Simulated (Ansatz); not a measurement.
**C$_{3}$H$_{6}$Cu (SMILES [CH2][CH+][Cu-][CH3]) (doublet): density, localisation and related maps**

```xyz
10

C    -0.5581   -2.6321   -0.9429
C    -0.1659   -1.9170    0.1115
C     1.0601    1.3118   -0.4725
Cu    1.1771   -0.5576    0.0297
H    -1.2875   -3.4452   -0.8522
H    -0.1807   -2.4537   -1.9522
H    -0.6208   -2.1121    1.0903
H     0.4011    1.8313    0.2305
H     2.0836    1.7101   -0.4171
H     0.6697    1.3815   -1.4928
```

Geometry: PBE0-D3(BJ)/pcseg-1.

These are results of isolated molecule in a Gaussian basis; Kohn-Sham density functional theory, functional PBE0 in Ansatz 0.2.0, not measurements.

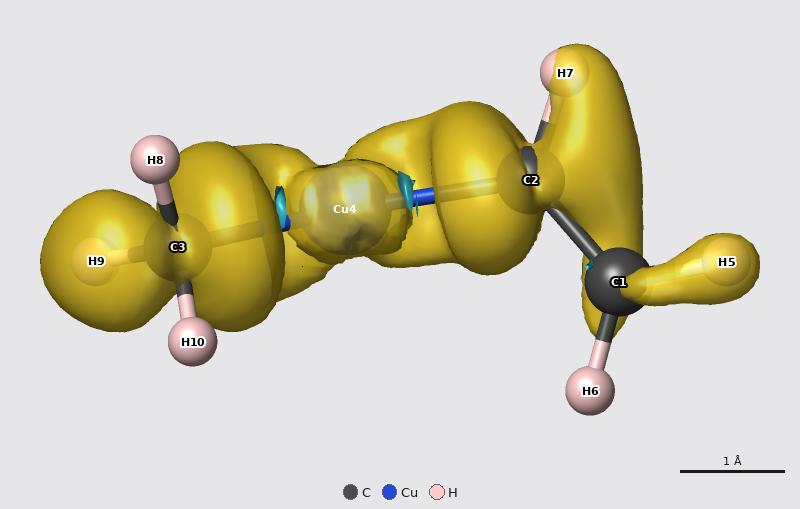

Figure 1. Isosurfaces of the spin density at +0.02 (yellow) and −0.02 e/Å³ (cyan), seen across its widest extent.

Where is the unpaired spin?

The unpaired spin (1 electron) lies mostly on Cu4 (about 0.4), C3 (about 0.2) and C2 (about 0.2), in electrons by Hirshfeld's partition.

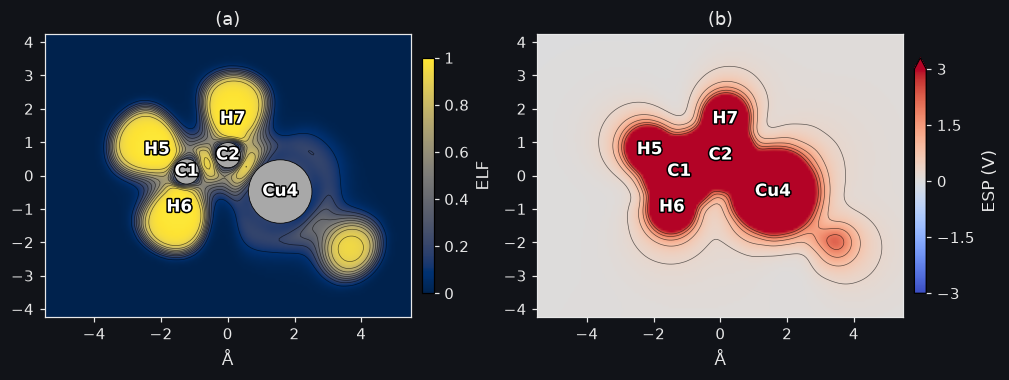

Figure 2. (a) ELF; (b) electrostatic potential on the plane of atoms H5, C1 and H6. Grey discs cover the atomic cores in the ELF map.

What does the map show?

Atoms in the plane: C, Cu and H. C–C (1.33 Å): the ELF peaks at about 0.90 between the atoms: a short, multiple covalent bond. C–Cu (1.91 Å): the ELF peaks at about 0.90 in the valence shell of C, 0.6 Å from its nucleus, and is about 0.40 at the midpoint. C–H (1.09 Å): the ELF climbs to about 1 towards the hydrogen, as it does in any bond to H; an ordinary covalent bond to hydrogen. The potential has no marked negative region in this plane.

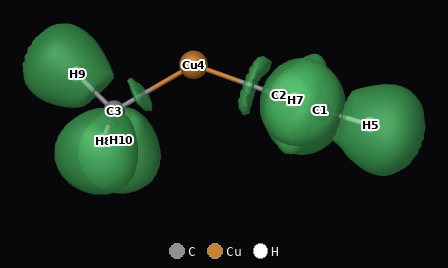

Figure 3. Isosurface of the ELF at 0.8 (green), seen from one side. Core shells and regions of very low density are left out.

What do the ELF domains correspond to?

The ELF exceeds this value in one region between bonded C–C atoms (shared pairs), six regions around hydrogen nuclei and two lobes of the valence shell of C pointing towards Cu (polar bonds).

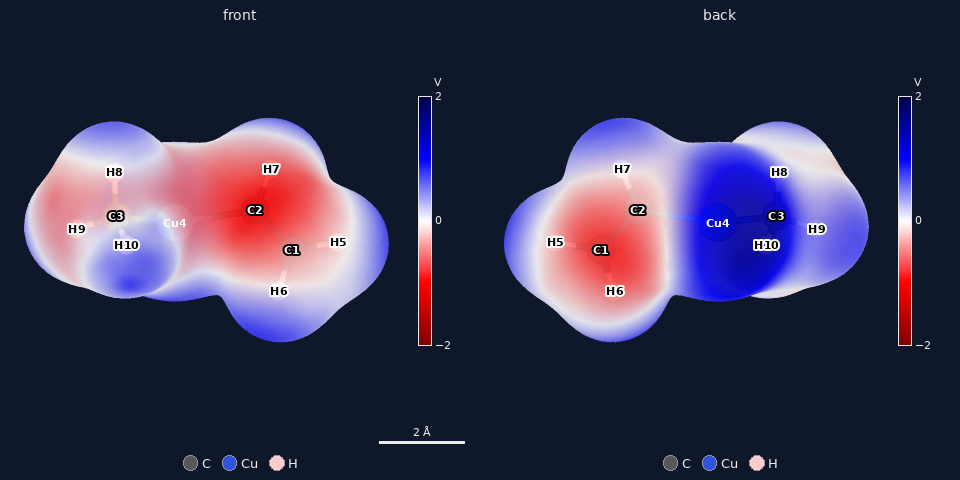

Figure 4. The electrostatic potential painted on the density surface at 0.002 e/bohr³, seen from the front and from behind; red is negative and blue positive.

Where is the surface potential most negative and most positive?

The most negative region (about −0.9 V) lies over the π face of C1 and C2, the most positive (about +1.5 V) over Cu4.

How polar is the molecule by this calculation?

Its dipole moment is 0.96 D.
